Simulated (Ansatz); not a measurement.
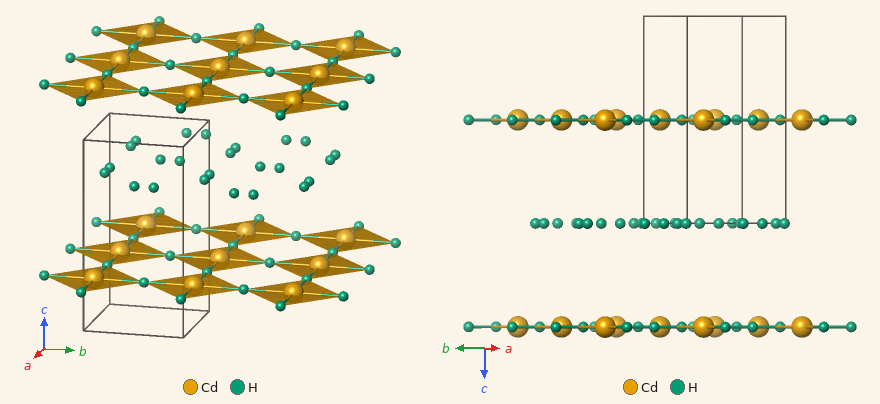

Polyhedra are drawn about Cd (bonds: Cd–H below 2.2 Å); other atoms are plain spheres. Two views of the same piece.

CdH₆ (space group P4/mmm, No. 123): the input geometry of an electronic-structure calculation (not necessarily at equilibrium); the starting structure was generated, so it need not be a known form of this composition.

Question: What figure surrounds each Cd atom, and what does it share with the other drawn polyhedra?

Answer: Cd: CdH4 square, sharing corners with four neighbours.

Question: What is the connectivity of the polyhedra: isolated, groups, chains, layers or framework?

Answer: They form layers of corner-sharing squares parallel to (001).
